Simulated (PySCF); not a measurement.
```xyz
4

Ga    2.0768   -0.1633    0.0281
N    -0.1746   -0.4866    0.2512
P    -1.0622   -0.1693    1.5227
H    -0.6381   -0.8829   -0.5795
```

Geometry: PBE0-D3(BJ)/pcseg-1.

These are results of Gaussian-basis quantum chemistry of an isolated molecule with PySCF, energy and nuclear gradient, functional PBE0 (PySCF 2.14.0), not measurements.

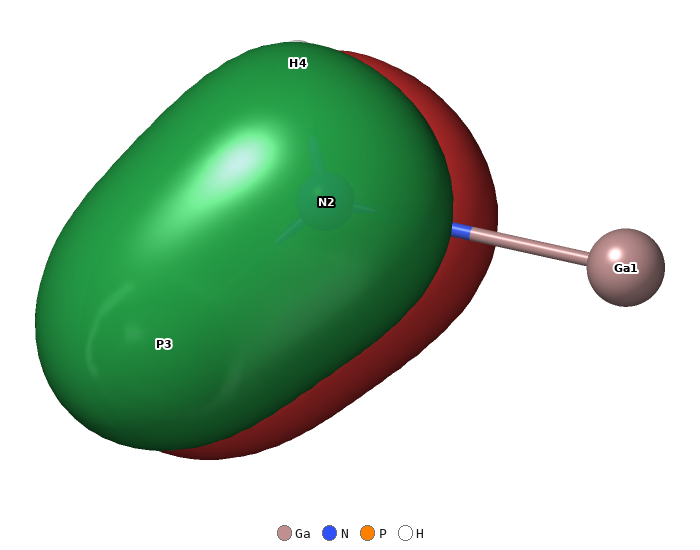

GaHNP (SMILES [P]=[NH+][Ga]) (charge +1, doublet). The HOMO−1 (β) at ±0.1 Å⁻³ᐟ² (green and red are the two phases), seen at a tilt.

**What is the character of this orbital?**

Its weight (Hirshfeld) is mainly on N2 (about 60 %) and P3 (about 30 %); it changes sign across the molecular plane (π type); π-bonding across N2–P3. Its energy is −15.02 eV.
